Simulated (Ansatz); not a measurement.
# Calculations on VW$_{7}$S$_{16}$ and related structures

### Relaxation

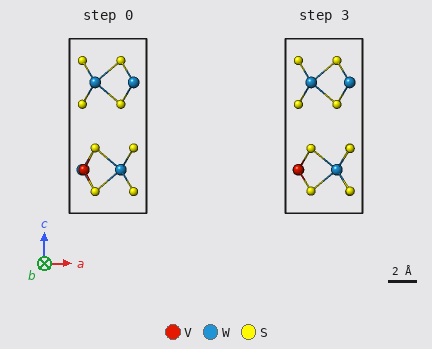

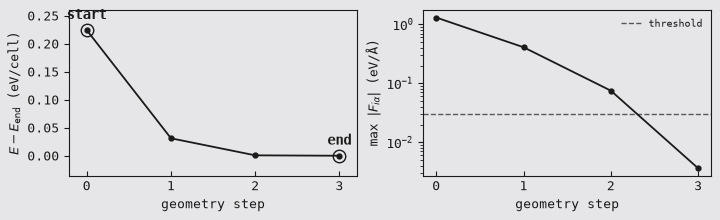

First and last geometry of a relaxation of a defect cell of composition VW$_{7}$S$_{16}$, with the history of the run. Style: ball-and-stick. Shown: the cell of the calculation, along the b axis.

Method: DFT, PBE, plane-wave PAW, default files, scalar-relativistic (Ansatz 0.2.0). Settings: plane-wave cutoff 420 eV; k-point mesh 4 × 4 × 2; occupations fermi dirac; smearing width 0.01 eV; collinear spin; atoms relaxed in a fixed cell; force threshold 0.03 eV/Å; at most 40 steps.

Read the history and describe the run.

Answer. It converged. The energy falls by 0.224 eV per cell of the calculation in 3 geometry steps. Largest force component: 1.3 eV/Å at the start, 0.0036 eV/Å at the end. The largest move is that of the V atom, 0.11 Å along [−3 −2 0]. By element the largest moves are V 0.11 Å, S 0.05 Å, W 0.01 Å. The lattice vectors keep their values. Among the contacts that change: S–V 2.500 → 2.361 Å, V–W 3.064 → 3.180 Å, V–W 3.096 → 3.180 Å, S–V 2.390 → 2.361 Å. Among the angles between lasting bonds that change: S–V–S 140.4° → 135.1°, S–V–S 131.5° → 135.2°, V–S–W 80.3° → 83.8°. The program noted that the starting moments weren't kept. Cost: 3.4 min on 4 threads of Intel(R) Xeon(R) Platinum 8375C CPU @ 2.90GHz (Ice Lake), on a shared host, peak memory 2.9 GiB.

Limits of the set-up: the periodic images lie only 6.4 Å apart, so the values are limited by the cell's size.

### Relaxation

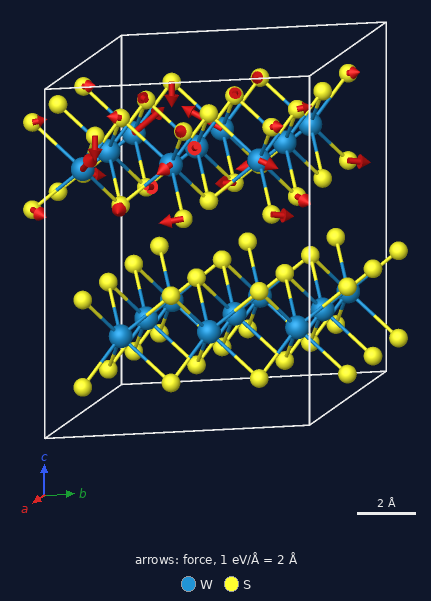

Starting geometry of a defect cell of composition W18S35 (cell charge +1) with the computed forces as red arrows. A ball-and-stick model of the cell of the calculation, seen slightly off an axis.

Theory: Ansatz, DFT, PBE, plane-wave PAW, default files, scalar-relativistic. (plane-wave cutoff 420 eV; k-point mesh 3 × 3 × 2; occupations fermi dirac; smearing width 0.01 eV; collinear spin; atoms relaxed in a fixed cell; force threshold 0.03 eV/Å; at most 40 steps)

### Is this structure relaxed? If not, where do the atoms go?

It isn't relaxed: the largest force vector, on W atoms, is 0.83 eV/Å. The final displacements follow the starting forces only in part (cosine between the two patterns 0.77). The energy falls by 0.198 eV per cell of the calculation in 2 accepted moves (4 points after the start). Largest force component: 0.74 eV/Å at the start, 0.029 eV/Å at the end. The line search rejected the trial step at point 1 of the run. 1 step only repeated the SCF at the same geometry. The largest moves, 0.072 Å, are those of W atoms. By element the largest moves are W 0.072 Å, S 0.069 Å. The lattice vectors keep their values. Some distances before and after: W–W 3.180 → 3.068 Å, W–W 3.180 → 3.237 Å, S–W 2.411 → 2.440 Å, S–W 2.411 → 2.384 Å. Among the angles between lasting bonds that change: S–W–S 82.5° → 85.6°, W–S–W 82.5° → 80.1°, S–W–S 82.5° → 80.5°. The program noted that the starting moments weren't kept. Cost: 6.1 min on 4 threads of Intel(R) Xeon(R) 6975P-C (Granite Rapids), on a shared host, peak memory 7 GiB.

Limits of the set-up: the cell is charged, on a uniform background, and energies carry no finite-size correction.

### Defect

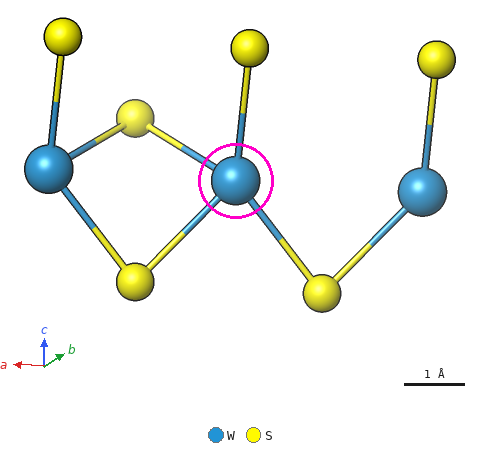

Perfect WS$_{2}$. The picture is a ball-and-stick view of the atoms within 4.6 Å of one point, in a slice 3.4 Å thick across the line of sight, seen from a free direction.

These are results of DFT, PBE, plane-wave PAW, default files, scalar-relativistic (Ansatz 0.2.0), not measurements. Settings: plane-wave cutoff 420 eV; k-point mesh 4 × 4 × 2; occupations fermi dirac; smearing width 0.01 eV; collinear spin. The axes drawn are those of the host's conventional cell.

A tungsten atom is replaced by vanadium at the ringed place, in charge state 0. The supercell has 24 sites, and the atoms are relaxed at the host's cell.

**How do the neighbours respond?**

In the host the W atom has 6 S at 2.41 Å; the V atom ends with 6 S at 2.36 Å. Of the host's atoms, a sulfur atom moves furthest from its site, by 0.05 Å. The cell ends without a net magnetic moment.

The relaxed defect, seen from the same direction:

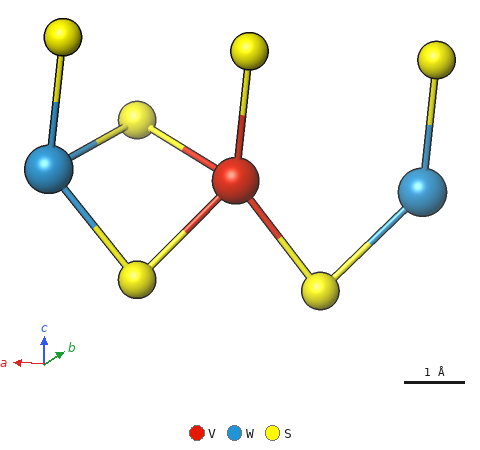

Limits of the set-up: the periodic images lie only 6.4 Å apart, so the values are limited by the cell's size.

### Defect

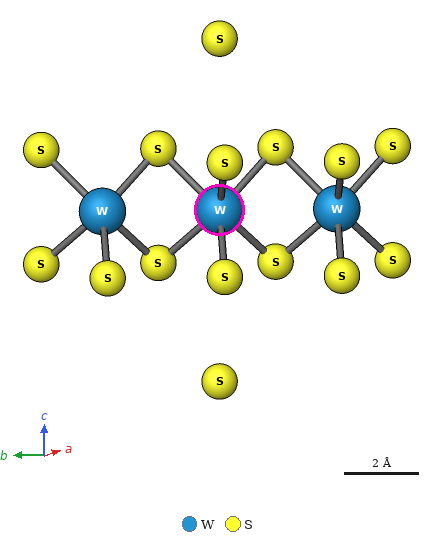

Perfect WS2. The picture is a ball-and-stick view of the atoms within 5.2 Å of one point, in a slice 4.2 Å thick across the line of sight, seen from a free direction.

Method: DFT, PBE, plane-wave PAW, default files, scalar-relativistic in Ansatz. Settings: plane-wave cutoff 420 eV; k-point mesh 4 × 3 × 2; occupations fermi dirac; smearing width 0.01 eV; no spin polarisation. The axes drawn are those of the host's conventional cell.

A tungsten atom is replaced by zirconium at the ringed place, in charge state 0. The supercell has 36 sites, and the atoms are relaxed at the host's cell.

Q: How do the neighbours respond?

A: In the host the W atom has 6 S at 2.41 Å; the Zr atom ends with 6 S at 2.49 to 2.51 Å. Of the host's atoms, a sulfur atom moves furthest from its site, by 0.12 Å. Relaxing the atoms from the host's sites lowers the energy by 0.45 eV.

The relaxed defect, seen from the same direction:

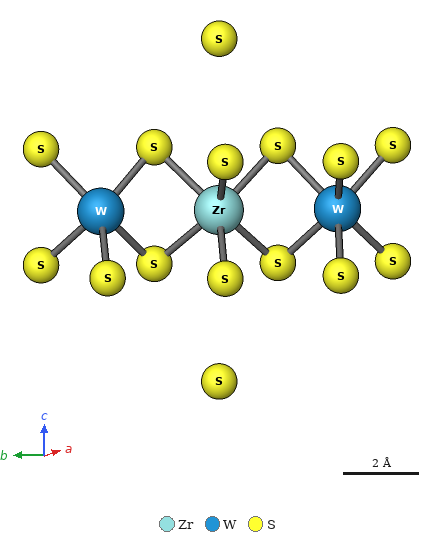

Limits of the set-up: the periodic images lie only 6.4 Å apart, so the values are limited by the cell's size.
